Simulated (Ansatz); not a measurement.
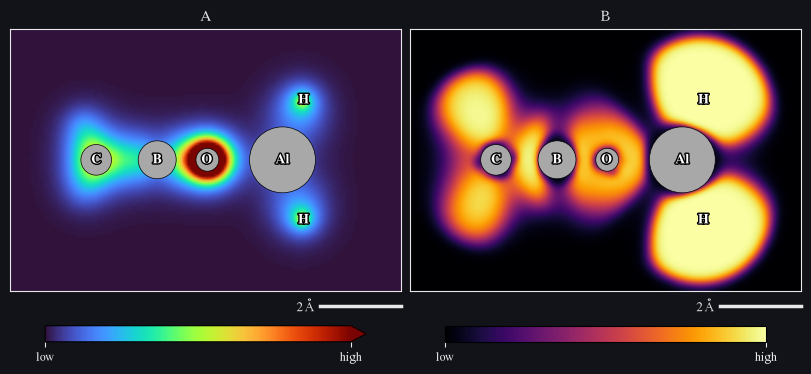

CH$_{5}$AlBO (SMILES C[B+][O][AlH2]) (charge +1): 2 fields on the plane of atoms O4, Al2 and H8, with unlabelled colour scales. Grey discs cover the atomic cores.

Geometry: PBE0-D3(BJ)/def2-SVP.

These are results of isolated molecule in a Gaussian basis; Kohn-Sham density functional theory, functional PBE0 in Ansatz 0.2.0, not measurements.

```xyz
9

C     2.6764   -0.0596   -0.8312
Al   -1.5613   -1.2653    0.4255
B     1.2890   -0.4556   -0.4207
O     0.1473   -0.7803   -0.0828
H     2.6373    0.8323   -1.4790
H     3.2826    0.1746    0.0599
H     3.1573   -0.8822   -1.3863
H    -1.9690   -0.4437    1.6877
H    -2.0954   -2.3539   -0.5563
```

### Match the panels to the quantities (electron density and electron localisation function).

Panel A: electron density. Panel B: electron localisation function. From the grid: B–O (1.23 Å): ρ at the midpoint is about 2.8 e/Å³; the ELF peaks at about 0.85 between the atoms; a short, strongly polar bond. C–B (1.50 Å): ρ at the midpoint is about 1.6 e/Å³; the ELF peaks at about 0.95 between the atoms; a covalent bond.
